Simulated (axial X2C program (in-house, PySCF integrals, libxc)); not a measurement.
# Linear GaCN⁻ at several levels

Aim: the two bond lengths and stretching wavenumbers of linear GaCN⁻, with and without spin–orbit coupling, at PBE0, HF, B3LYP.

Method: all-electron X2C, two-component (2c) or spin-free, Ga dyall-v3z, C dyall-v3z, N dyall-av3z; program: an in-house X2C program for linear molecules on PySCF integrals.

All values are calculated.

2 further runs of the same task are left out: 2 set aside as unsound or not needed.

## Step 1: Set-up

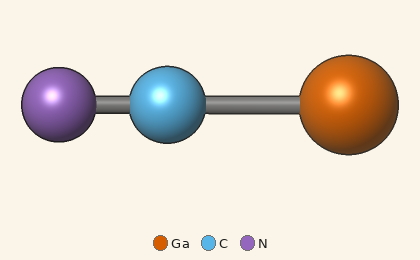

The atoms on one line, bonds 1.940 and 1.160 Å (gallium orange, carbon blue, nitrogen purple).

File task.json:

```json
{"zs": [31, 6, 7], "q": -1, "bas": ["dyall-v3z", "dyall-v3z", "dyall-av3z"], "r0": [1.94, 1.16], "symm": 0, "scan": ["PBE0", "HF", "B3LYP"], "levels": ["PBE0", "HF", "r2SCAN"], "nst": 2}
```

Keys: zs atomic numbers; q charge; bas basis sets; r0 starting distance in Å; symm equal bonds; scan levels of the two-bond scan; levels methods; nst determinants followed.

On the command line:

```console
> python solin.py task.json out
```

Masses Ga 68.926, C 12.000, N 14.003 u.

## Step 2: Scan at PBE0, 2c

State: Ω = 1/2 (beyond evenly filled blocks: ω = 1/2). Energies above the lowest point, from the job's result record:

```tsv
r(Ga–C) (Å)	r(C–N) (Å)	E (meV)
2.0767	1.1368	58.15
2.0767	1.1660	10.56
2.0767	1.1951	56.71
2.1300	1.1368	46.17
2.1300	1.1660	0.00
2.1300	1.1951	47.89
2.1300	1.2243	173.27
2.1832	1.1368	50.57
2.1832	1.1660	5.41
2.1832	1.1951	54.58
2.2365	1.1660	23.20
2.2365	1.2243	201.39
```

A quadratic surface with cubic terms in each bond gives the minimum at 2.136 and 1.165 Å, force constants 0.873, 17.8 and coupling 0.13 mdyn/Å.

## Step 3: Scan at HF, 2c

State: Ω = 1/2 (beyond evenly filled blocks: ω = 1/2). Energies above the lowest point, from the job's result record:

```tsv
r(Ga–C) (Å)	r(C–N) (Å)	E (meV)
2.0767	1.1368	45.40
2.0767	1.1660	78.98
2.0767	1.1951	204.64
2.1300	1.1368	13.35
2.1300	1.1660	47.43
2.1300	1.1951	175.00
2.1300	1.2243	370.12
2.1832	1.1368	0.00
2.1832	1.1660	34.08
2.1832	1.1951	162.80
2.2365	1.1660	34.75
2.2365	1.2243	365.17
```

A quadratic surface with cubic terms in each bond gives the minimum at 2.210 and 1.142 Å, force constants 0.641, 21.8 and coupling 0.15 mdyn/Å.

## Step 4: Scan at B3LYP, 2c

State: Ω = 1/2 (beyond evenly filled blocks: ω = 1/2). Energies above the lowest point, from the job's result record:

```tsv
r(Ga–C) (Å)	r(C–N) (Å)	E (meV)
2.0767	1.1368	75.47
2.0767	1.1660	25.51
2.0767	1.1951	67.58
2.1300	1.1368	53.03
2.1300	1.1660	4.61
2.1300	1.1951	48.55
2.1300	1.2243	168.33
2.1832	1.1368	47.30
2.1832	1.1660	0.00
2.1832	1.1951	45.34
2.2365	1.1660	8.05
2.2365	1.2243	177.18
```

A quadratic surface with cubic terms in each bond gives the minimum at 2.174 and 1.165 Å, force constants 0.739, 17.5 and coupling 0.15 mdyn/Å.

## Step 5: The levels side by side

| level | r(Ga–C) (Å) | r(C–N) (Å) | lower stretch (cm⁻¹) | upper stretch (cm⁻¹) |
| --- | --- | --- | --- | --- |
| PBE0, 2c | 2.136 | 1.165 | 279.1 | 2171.7 |
| HF, 2c | 2.210 | 1.142 | 239.7 | 2395.4 |
| B3LYP, 2c | 2.174 | 1.165 | 257.1 | 2144.6 |
| PBE0, spin-free | 2.135 | 1.165 | 280.1 | 2171.4 |
| HF, spin-free | 2.209 | 1.142 | 241.3 | 2396.2 |
| B3LYP, spin-free | 2.172 | 1.165 | 258.4 | 2144.3 |

Scans not shown above were run alike.

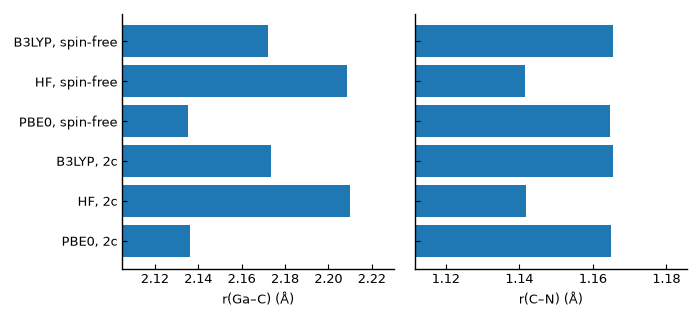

The two bond lengths by level.

**Reading.** Over the levels the Ga–C bond spans 2.135 to 2.210 Å and the C–N bond 1.142 to 1.165 Å. At PBE0 going from spin-free to two-component moves the bonds by +0.001 and +0.000 Å. Each state is one determinant, the lowest of a limited PBE0 search; the stretches come from a fit to few points and are good to some per cent at best. For an anion the highest level of a functional can be positive, and the basis then holds the extra electron. The molecule was held linear; bending was not examined, so a bent shape may lie lower. Note: functional without a current term on a determinant with orbital currents, of the molecule or an atom.
